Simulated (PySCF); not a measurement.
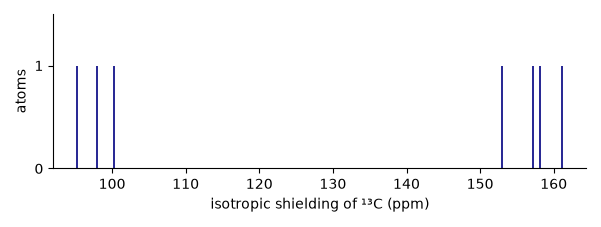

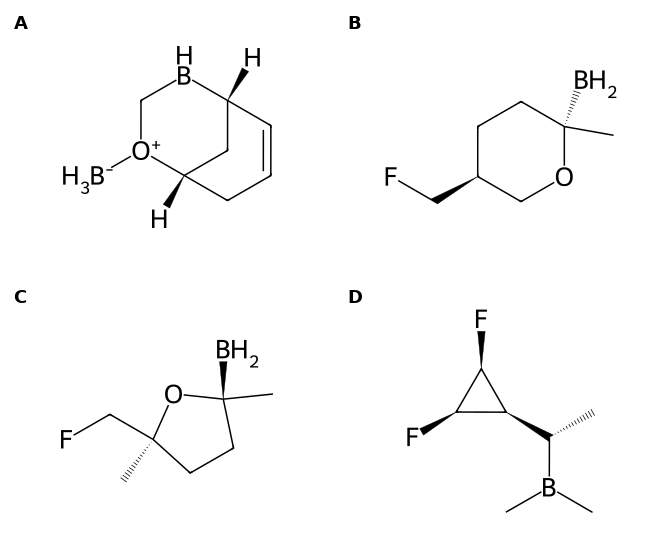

The sticks are computed shieldings of one of the molecules, for one fixed geometry (GFN2-xTB) without averaging over rotations. Low shielding means a high chemical shift. Method: GIAO PBE0/pcSseg-1 NMR shielding, non-relativistic, gas phase (PySCF 2.14.0).

### Match the spectrum to a structure.

C, `B[C@@]1(C)CC[C@@](C)(CF)O1`. Its 7 C atoms give lines at 95.3, 98.0, 100.3, 152.9, 157.2, 158.1, 161.1 ppm.

The geometry is semi-empirical. Around B such bond lengths and angles can be off by a tenth of an ångström or more and by several degrees, and values that hang on the shape move with them.
